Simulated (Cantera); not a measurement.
Charge: 1 mol Si, a varied amount of HCl, 8.3 mol N₂, at 750 K and 52.0 mbar.

These are equilibrium values from Cantera (NASA tables, ideal gas, pure condensed phases), not measurements of a reactor. Candidate condensed phases: NH₄Cl, Si, Si₃N₄; 28 gas species. N₂ is the only nitrogen source here; it is nearly inert below about 1500 K, so the nitride shown seldom forms there in practice. Equilibrium is a limit: real reactors are often held back by kinetics, nucleation or transport.

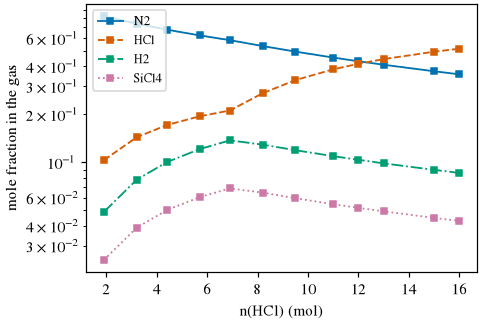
*Equilibrium gas composition (values under 1e-9 drawn at 1e-9)*

Problem. Read off the mole fractions at 6.9 mol HCl.

Solution. N₂ about 0.58, HCl about 0.21, H₂ about 0.14, SiCl₄ about 0.069.
